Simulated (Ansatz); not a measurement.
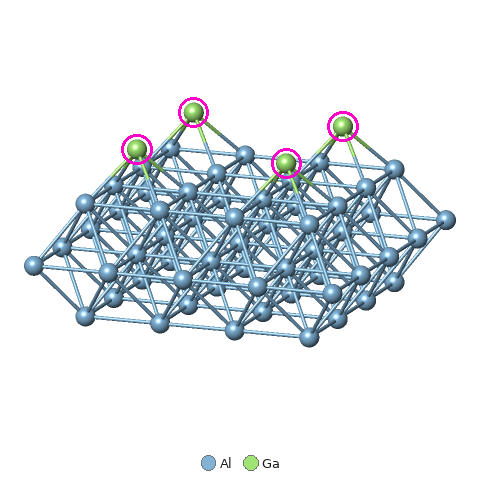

Two computed energy maps of cells of Al. The picture above is the structure of the first map at its lowest point; rings mark the moved atoms.

Map 1

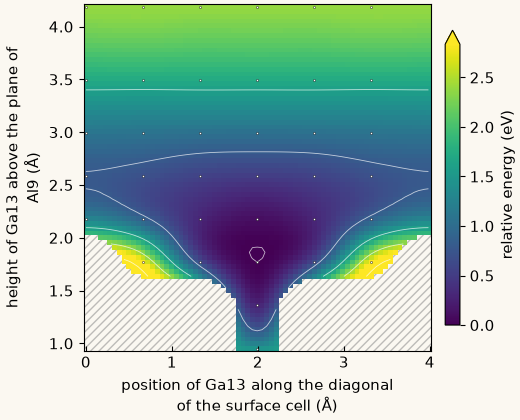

Ga on an Al(100) slab cut from the Fm-3m phase, its upper half relaxed before the scan (12 atoms of substrate and one adsorbate in a 2 × 2 cell). Ga is moved along a line over the surface and along the normal, above a rigid substrate. First axis: position of Ga13 along the diagonal of the surface cell, from above Al9. Second axis: height of Ga13 above the plane of Al9. The scan uses a 6 × 8 grid; 25 points were computed and 12 follow by symmetry. At 11 points there is no value (left out of the scan, as a rule where atoms come close). Points are written as (first, second). All energies are given in eV relative to the lowest grid point. Computed with DFT LDA, scalar-relativistic, plane waves, PAW in Ansatz. Settings: cutoff 420 eV, k-mesh 5×5×1, gaussian smearing 0.1 eV, spin-polarised.

Drawn: a smooth colour map with a few white contour lines, dots at the grid points, one colour for all values above the top of the scale, hatched blanks where no value was computed. Between grid points the surface is interpolated.

Map 2

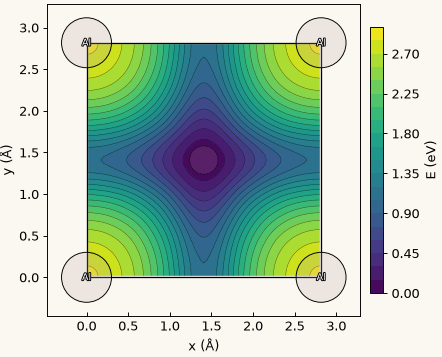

CH on an Al(100) slab cut from the Fm-3m phase, its upper half relaxed before the scan (12 atoms of substrate and one adsorbate in a 2 × 2 cell). CH is moved over the surface cell; relaxed at each place: the height of the adsorbate's atoms; substrate rigid; the origin of the map has the adsorbate above Al9. Places are given modulo a cell vector. The map is drawn in real space over the plane of the surface. Grid: 6 × 6 points; 10 points were computed and 26 follow by symmetry. Places are given in fractions of the 1 × 1 surface cell. Energies: eV, counted from the lowest grid point. Method: Ansatz 0.2.0, DFT LDA, scalar-relativistic, plane waves, PAW. Settings: cutoff 420 eV, k-mesh 5×5×1, gaussian smearing 0.1 eV, spin-polarised.

Drawn: filled contours, labelled circles for the atoms of the top layer and small ones for the second layer, the outline of one cell of the plane. Between grid points the surface is interpolated.

**What does each map show?**

Map 1: The lowest grid point is at (1.99 Å, 1.77 Å) [nearest 4 Al at 2.66 Å]. It is the only kind of minimum in the scanned range. The highest grid point, (0.66 Å, 1.77 Å) [nearest 1 Al at 1.89 Å], lies 2.84 eV above the lowest. On the interpolated surface the easiest way out of the lowest well to its copy in the next cell or period passes a barrier of about 0.79 eV. Round the minimum the valley is somewhat tilted: raising the first coordinate shifts the best value of the second coordinate downwards (coupling k₁₂/√(k₁₁k₂₂) about 0.4).
Map 2: The lowest grid point is at a fourfold hollow over a second-layer Al atom, (3/6, 3/6) of the cell vectors. No other kind of well shows on this grid. The highest grid point, the top site over a surface Al atom, (0/6, 0/6) of the cell vectors, lies 2.87 eV above the lowest. On the interpolated surface the easiest way out of the lowest well to its copy in the next cell or period passes a barrier of about 1.1 eV.

PAW datasets: the set soft_1.
